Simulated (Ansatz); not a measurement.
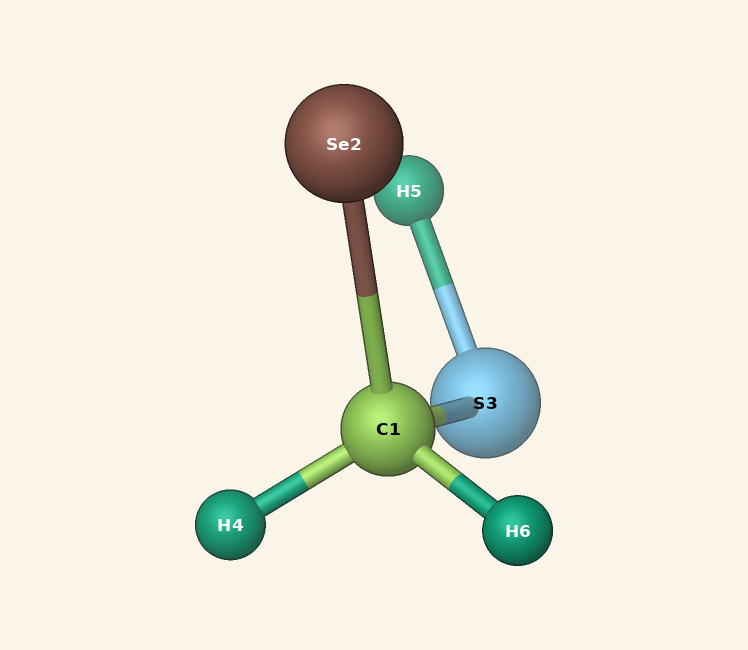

S3 lies behind C1. The molecule seen a little off the C1–S3 bond, C1 in front. Distant atoms are faded towards the background colour. State: charge −1, singlet. The geometry was computed by an optimisation with PBE0-D4/def2-TZVPD. No frequency run is at hand to confirm it as a minimum.

> What is the torsion angle Se2–C1–S3–H5? The sign is positive where the front bond must turn clockwise to cover the back bond.

−23°, synperiplanar.
